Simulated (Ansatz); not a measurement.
The parent structure is C in the diamond structure (space group Fd-3m, No. 227; a = 3.5603 Å). Axes: x, y, z lie along the cube axes.

It is then changed as follows: tensor shear ε_yz = +3.39 % (engineering shear γ = 0.0678), atoms relaxed at fixed cell.

Computed with r2SCAN in Ansatz (plane waves to 500 eV, PAW, without spin-orbit coupling), earlier PAW set.

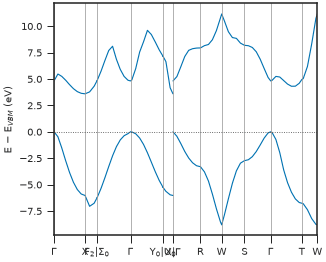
Fig. 1. Highest valence and lowest conduction band along the path of the changed cell's own zone

Question: From the figure, how large is the changed gap, and is it direct?

Answer: About 3.6 eV, indirect, Γ → X.

The cells carry an imposed strain or load. No phonon test of stability was made. k-point labels follow each cell's own Brillouin zone.

Ansatz is a first-principles code.
